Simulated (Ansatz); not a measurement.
## Al2H6O3: geometry relaxation (part 2 of 2)

Al2H6O3; RKS PBE0/def2-SVP (Ansatz 0.2.0). The input holds or restrains some coordinates. Forces given for the steps count only the free coordinates. It belongs to a series of runs on one base structure; here: pulled along the bonds that form and break, towards end A.

Geometry of the input (Å):
```
Al 0.0000  0.0000  0.0000
O  0.0000  0.0000  2.1300
H  -0.9095  -0.2814  2.4671
O  1.5415  0.0000  -0.8900
H  1.8414  -0.9519  -1.0449
H  -1.3510  0.0000  -0.7800
O  0.0932  1.9717  0.6559
Al 0.7263  2.4933  2.2356
H  1.2212  1.4323  3.2665
H  0.7864  4.0116  2.5891
H  0.0589  1.2457  1.7601
```

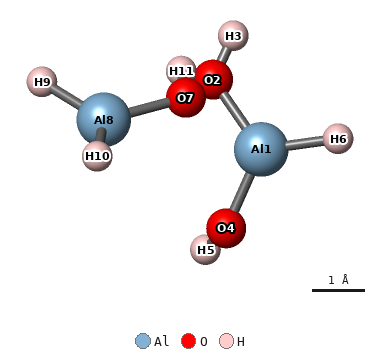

Figure 1. The geometry at step 11 of the log (ball-and-stick view, seen at a tilt; atoms are numbered from 1 in the order of the input).

**Trajectory as extended XYZ, continued**
```
11
Properties=species:S:1:pos:R:3:forces:R:3 step=3 energy=-19412.06090
Al   -0.0005   -0.3078    0.0769    0.3028   2.2487   1.0745
O    -0.0267   -0.3403    1.9725   -1.2658  -0.0296  -1.8590
H    -0.9000   -0.2978    2.4535    1.3380  -0.3134  -0.9704
O     1.5038   -0.0497   -0.8512   -1.1456  -1.5479   1.1685
H     1.8528   -0.9358   -1.0520    0.3232   0.5195  -0.1598
H    -1.3486   -0.0223   -0.7672    0.2314  -0.6287   0.4257
O     0.0888    2.2382    0.8276   -0.3200  -1.7049   0.4296
Al    0.8106    2.6042    2.3090    2.3862   2.2508   2.0747
H     1.2294    1.4374    3.2737    0.1178   0.0711   0.1036
H     0.7917    4.0590    2.6040    0.1872   1.6394   0.5350
H     0.0073    1.5362    1.5428   -2.1552  -2.5051  -2.8224
11
Properties=species:S:1:pos:R:3:forces:R:3 step=4 energy=-19412.78446
Al   -0.0233   -0.4083    0.0861    0.2269   1.7733   0.1190
O    -0.0319   -0.4987    1.8532   -0.4907   0.1801  -0.8510
H    -0.8429   -0.3452    2.3700    0.4851  -0.3575  -0.4077
O     1.4714   -0.1168   -0.7874   -0.7745  -1.1924   0.7375
H     1.8651   -0.9595   -1.0492    0.3621   0.2985  -0.1439
H    -1.3526   -0.0849   -0.7450    0.0754  -0.5234   0.2842
O     0.0721    2.3956    0.8693    0.1008  -0.8275   0.5807
Al    0.8724    2.6801    2.3646    1.2863   1.3903   0.7938
H     1.2344    1.4457    3.2793    0.0651   0.0896   0.0326
H     0.8375    4.1606    2.6679    0.3334   1.1009   0.5489
H    -0.0938    1.6528    1.4805   -1.6699  -1.9319  -1.6940
11
Properties=species:S:1:pos:R:3:forces:R:3 step=5 energy=-19413.47695
Al   -0.0368   -0.3370    0.0295    0.1829   0.6137   0.2752
O    -0.0445   -0.5490    1.7721   -0.0443   0.4395  -0.8639
H    -0.8368   -0.4365    2.3054    0.0071  -0.2186  -0.0760
O     1.4940   -0.1961   -0.7689   -0.6264  -0.5528   0.3744
H     1.8861   -1.0304   -1.0449    0.2505   0.1637  -0.0745
H    -1.4123   -0.2236   -0.7575    0.1444  -0.1411   0.1043
O     0.0260    2.4807    0.9338    0.0067  -1.7215   1.2850
Al    0.8871    2.7771    2.4141    0.5169   1.0754   0.2644
H     1.2606    1.5082    3.2852    0.0426   0.1292   0.0144
H     0.9414    4.2875    2.7758    0.2839   0.3733   0.2533
H    -0.1564    1.6403    1.4447   -0.7644  -0.1609  -1.5566
11
Properties=species:S:1:pos:R:3:forces:R:3 step=6 energy=-19413.84517
Al   -0.0606   -0.3483   -0.0298    0.2310   0.2998   0.6208
O    -0.0642   -0.5900    1.7048   -0.1229   0.4702  -0.7145
H    -0.8587   -0.5524    2.2445    0.0155  -0.1765  -0.0819
O     1.4829   -0.2440   -0.7708   -0.3658  -0.4018   0.0579
H     1.9304   -1.0499   -1.0428    0.1522   0.1738  -0.0178
H    -1.4416   -0.2813   -0.7867    0.0425  -0.0251  -0.0531
O     0.0177    2.4605    1.0053   -0.3129  -1.6754   1.5009
Al    0.8907    2.8887    2.4650    0.1584   0.3923  -0.2642
H     1.2980    1.6210    3.3262    0.0217   0.1650   0.1295
H     1.0760    4.4190    2.8256    0.0889  -0.0350  -0.0262
H    -0.2622    1.5979    1.4483    0.0913   0.8125  -1.1515
11
Properties=species:S:1:pos:R:3:forces:R:3 step=7 energy=-19414.02375
Al   -0.0666   -0.3355   -0.0576    0.1682   0.1816   0.6586
O    -0.1167   -0.6308    1.6684   -0.1898   0.4892  -0.5981
H    -0.9310   -0.6631    2.1823    0.1236  -0.1408  -0.1665
O     1.4899   -0.2306   -0.7624   -0.2869  -0.3302   0.0237
H     1.9785   -1.0148   -1.0270    0.0883   0.1912   0.0246
H    -1.4262   -0.2752   -0.8524    0.0429   0.0121  -0.0494
O    -0.0680    2.4190    1.1076   -0.1663  -1.4889   1.2478
Al    0.9281    2.8970    2.4685    0.0720   0.4508  -0.2293
H     1.4066    1.7413    3.4435   -0.0214   0.0745   0.0137
H     1.1808    4.4529    2.6921    0.0510  -0.1437  -0.0801
H    -0.3670    1.5612    1.5264    0.1184   0.7042  -0.8451
11
Properties=species:S:1:pos:R:3:forces:R:3 step=8 energy=-19414.17257
Al   -0.0808   -0.3283   -0.0824    0.1207   0.1237   0.7782
O    -0.1757   -0.6693    1.6376   -0.6830   0.3138  -0.3623
H    -1.0149   -0.8200    2.1110    0.6527   0.0338  -0.4716
O     1.4819   -0.2124   -0.7624   -0.0841  -0.4095  -0.0475
H     2.0373   -0.9640   -0.9994   -0.0996   0.3416   0.1188
H    -1.4121   -0.2672   -0.9256    0.0405   0.0350  -0.0173
O    -0.1154    2.3522    1.2326    0.0335  -0.8187   0.9281
Al    0.9888    2.9415    2.4721   -0.2931   0.0478  -0.3247
H     1.4793    1.8542    3.5271    0.0150   0.1549  -0.0342
H     1.2930    4.5114    2.5454    0.0160  -0.2812  -0.1244
H    -0.4729    1.5231    1.6334    0.2815   0.4587  -0.4432
11
Properties=species:S:1:pos:R:3:forces:R:3 step=9 energy=-19414.27195
Al   -0.1028   -0.3176   -0.1040    0.0768   0.0673   0.7500
O    -0.2330   -0.7454    1.5938   -0.3893   0.3544  -0.4728
H    -1.0764   -0.9535    2.0243    0.4133   0.0594  -0.3076
O     1.4641   -0.1951   -0.7675   -0.0924  -0.2882  -0.0267
H     2.0549   -0.9240   -0.9800   -0.0740   0.2560   0.1205
H    -1.4109   -0.2151   -0.9765    0.0193   0.0477  -0.0074
O    -0.1246    2.2895    1.3387    0.0882  -0.8193   0.7710
Al    1.0071    2.9867    2.4838   -0.2898  -0.0350  -0.2928
H     1.4861    2.0153    3.6452    0.0337   0.0876  -0.0057
H     1.3691    4.5313    2.3709    0.0028  -0.1607  -0.0978
H    -0.4251    1.4492    1.7607    0.2115   0.4310  -0.4307
11
Properties=species:S:1:pos:R:3:forces:R:3 step=10 energy=-19414.34165
Al   -0.1248   -0.3092   -0.1382    0.0530   0.0789   0.8798
O    -0.2755   -0.7986    1.5441   -0.0630   0.4016  -0.6495
H    -1.1197   -1.0384    1.9392    0.0899  -0.0122  -0.1305
O     1.4479   -0.1784   -0.7804   -0.0246  -0.3102  -0.0785
H     2.0952   -0.8780   -0.9151   -0.1520   0.2892   0.1410
H    -1.4218   -0.1574   -1.0215    0.0446   0.0448  -0.0039
O    -0.1374    2.2159    1.4419    0.0098  -0.8150   0.7854
Al    1.0063    3.0113    2.5015   -0.0825  -0.0398  -0.3359
H     1.5338    2.1468    3.7325   -0.0471   0.1305  -0.0439
H     1.4320    4.5207    2.1895   -0.0961  -0.2571  -0.0099
H    -0.4278    1.3867    1.8959    0.2680   0.4893  -0.5542
11
Properties=species:S:1:pos:R:3:forces:R:3 step=11 energy=-19414.32725 accepted=F
Al   -0.1507   -0.2528   -0.1537   -0.1342  -0.1952   0.9984
O    -0.3350   -0.8807    1.4855    0.2339   0.5783  -0.8015
H    -1.1847   -1.1699    1.8215   -0.1126  -0.0204  -0.0182
O     1.4290   -0.1435   -0.7728    0.5195  -0.5550  -0.0823
H     2.1352   -0.8134   -0.7810   -0.6239   0.6577   0.1426
H    -1.4222   -0.0539   -1.0621    0.0561   0.0949  -0.0008
O    -0.2204    2.1595    1.5978    0.7554  -1.2913   0.7411
Al    1.1084    2.9920    2.4189   -0.9665  -0.0260   0.1294
H     1.5707    2.3111    3.8022    0.1225   0.0771  -0.3616
H     1.4514    4.5006    1.9962    0.0421  -0.3948  -0.1047
H    -0.3734    1.2723    2.0368    0.1076   1.0747  -0.6424
11
Properties=species:S:1:pos:R:3:forces:R:3 step=12 energy=-19414.39574
Al   -0.1417   -0.2985   -0.1494    0.0166   0.0801   0.8497
O    -0.3017   -0.8251    1.5205   -0.0192   0.3968  -0.6529
H    -1.1471   -1.0997    1.8878    0.0572  -0.0024  -0.0915
O     1.4263   -0.1714   -0.7995    0.0736  -0.3509  -0.0697
H     2.1171   -0.8428   -0.8271   -0.2156   0.3302   0.1291
H    -1.4276   -0.1087   -1.0411    0.0439   0.0422   0.0100
O    -0.1393    2.1821    1.4922    0.0263  -0.8322   0.6772
Al    1.0224    3.0136    2.4966   -0.1118  -0.0487  -0.2853
H     1.5845    2.2225    3.7584   -0.0458   0.0758  -0.0436
H     1.4307    4.5048    2.1132   -0.0733  -0.1807  -0.0211
H    -0.4150    1.3446    1.9377    0.2482   0.4899  -0.5018
11
Properties=species:S:1:pos:R:3:forces:R:3 step=13 energy=-19414.45075
Al   -0.1588   -0.2858   -0.1652   -0.0038   0.0765   0.8621
O    -0.3273   -0.8614    1.4875   -0.0101   0.3899  -0.6339
H    -1.1759   -1.1540    1.8330    0.0593   0.0113  -0.0739
O     1.4060   -0.1766   -0.8221    0.2077  -0.4020  -0.0333
H     2.1287   -0.8108   -0.7334   -0.3017   0.3810   0.0795
H    -1.4291   -0.0365   -1.0592    0.0139   0.0379  -0.0023
O    -0.1315    2.1368    1.5547    0.0402  -0.8393   0.5425
Al    1.0372    3.0235    2.4939   -0.1587  -0.0899  -0.2428
H     1.6256    2.3058    3.7841   -0.0181   0.0516  -0.0235
H     1.4143    4.4920    2.0237   -0.0460  -0.1153  -0.0193
H    -0.3809    1.2882    1.9924    0.2172   0.4983  -0.4550
11
Properties=species:S:1:pos:R:3:forces:R:3 step=14 energy=-19414.51556
Al   -0.1785   -0.2641   -0.1914   -0.0444   0.0593   0.8909
O    -0.3695   -0.9092    1.4327    0.0224   0.3881  -0.6082
H    -1.2273   -1.2028    1.7527    0.0432   0.0140  -0.0504
O     1.3909   -0.1934   -0.8400    0.2879  -0.3692   0.0451
H     2.1322   -0.7698   -0.6115   -0.3390   0.3589  -0.0166
H    -1.4218    0.0733   -1.0919    0.0067   0.0256  -0.0069
O    -0.1143    2.0581    1.6559    0.0744  -0.8361   0.3735
Al    1.0530    3.0339    2.4917   -0.1853  -0.1107  -0.1841
H     1.6979    2.4342    3.8126    0.0057   0.0345  -0.0141
H     1.3610    4.4653    1.8908   -0.0157  -0.0548  -0.0065
H    -0.3153    1.1959    2.0877    0.1442   0.4904  -0.4228
11
Properties=species:S:1:pos:R:3:forces:R:3 step=15 energy=-19414.55904
Al   -0.1977   -0.2248   -0.2069   -0.1056  -0.0071   0.8858
O    -0.4461   -0.9498    1.3749    0.0399   0.3260  -0.5747
H    -1.3064   -1.3014    1.6258    0.1030   0.0937  -0.0242
O     1.3816   -0.2227   -0.8377    0.2473  -0.1725   0.1587
H     2.1376   -0.6902   -0.4618   -0.3068   0.2146  -0.1100
H    -1.3970    0.2238   -1.1192    0.0261   0.0023  -0.0110
O    -0.1047    1.9601    1.7972    0.2264  -0.8884   0.1687
Al    1.0705    3.0389    2.4696   -0.2088  -0.0914  -0.0657
H     1.7928    2.5978    3.8138    0.0251   0.0199  -0.0421
H     1.2969    4.4137    1.7181   -0.0182  -0.0616   0.0060
H    -0.2191    1.0759    2.2156   -0.0283   0.5645  -0.3915
11
Properties=species:S:1:pos:R:3:forces:R:3 step=16 energy=-19414.58155
Al   -0.2035   -0.2142   -0.2283   -0.0780  -0.0354   0.9520
O    -0.4913   -0.9765    1.3283    0.1023   0.3841  -0.5577
H    -1.3748   -1.2549    1.5821    0.0003   0.0070  -0.0128
O     1.3937   -0.2102   -0.8080    0.0067  -0.0048   0.0042
H     2.1320   -0.6500   -0.3832   -0.0197   0.0312   0.0030
H    -1.3708    0.2636   -1.1634   -0.0020   0.0173  -0.0185
O    -0.0369    1.8740    1.8733   -0.1816  -0.9807   0.0274
Al    1.0803    3.0288    2.4733    0.0040  -0.0377   0.0145
H     1.9079    2.6924    3.7847    0.0009   0.0119  -0.0038
H     1.1884    4.3719    1.6519   -0.0055   0.0127  -0.0107
H    -0.2165    0.9964    2.2787    0.1728   0.5944  -0.3975
11
Properties=species:S:1:pos:R:3:forces:R:3 step=17 energy=-19414.56764 accepted=F
Al   -0.2362   -0.2324   -0.2273   -0.0131   0.0319   0.8900
O    -0.5781   -1.0407    1.2967    0.1522   0.4653  -0.6166
H    -1.4783   -1.2901    1.5244    0.0517   0.0359   0.0029
O     1.3879   -0.1667   -0.7312   -0.1221  -0.0212  -0.0128
H     2.1195   -0.5681   -0.2624    0.0490  -0.0277   0.0219
H    -1.3599    0.2974   -1.1903   -0.0032  -0.0388   0.0024
O     0.0383    1.8282    1.8944   -0.2266  -1.3374  -0.0087
Al    1.1020    3.0385    2.4680    0.0812   0.0178  -0.0031
H     1.9975    2.7663    3.7550   -0.0452   0.0076  -0.0514
H     1.1067    4.3782    1.6261   -0.0087  -0.0199   0.0459
H    -0.0910    0.9105    2.2361    0.0848   0.8864  -0.2705
11
Properties=species:S:1:pos:R:3:forces:R:3 step=18 energy=-19414.58469
Al   -0.2152   -0.2194   -0.2290   -0.0735   0.0124   0.9360
O    -0.5269   -0.9918    1.3179    0.1231   0.3849  -0.5696
H    -1.4180   -1.2556    1.5612    0.0087   0.0093  -0.0066
O     1.3940   -0.1871   -0.7753   -0.0558   0.0144  -0.0162
H     2.1323   -0.5995   -0.3269    0.0377  -0.0155   0.0254
H    -1.3629    0.2711   -1.1833   -0.0006  -0.0071  -0.0068
O    -0.0179    1.8471    1.8885   -0.1570  -1.0540  -0.0101
Al    1.1031    3.0136    2.4524   -0.0634   0.0630   0.0758
H     1.9475    2.7159    3.7626    0.0293  -0.0197  -0.0299
H     1.1485    4.3674    1.6393    0.0225  -0.0217  -0.0229
H    -0.1761    0.9596    2.2820    0.1291   0.6340  -0.3751
```

**Results in brief**

```csv
quantity,value
outcome,converged under the restraints of the input
total energy,−19414.5847 eV
mean-field energy,−19414.5847 eV
"largest force (length of the vector) at the end, held atoms and coordinates included",1.066 eV/Å
wall time,28 s (CPU time 1.7 min)
peak memory,0.24 GiB
```
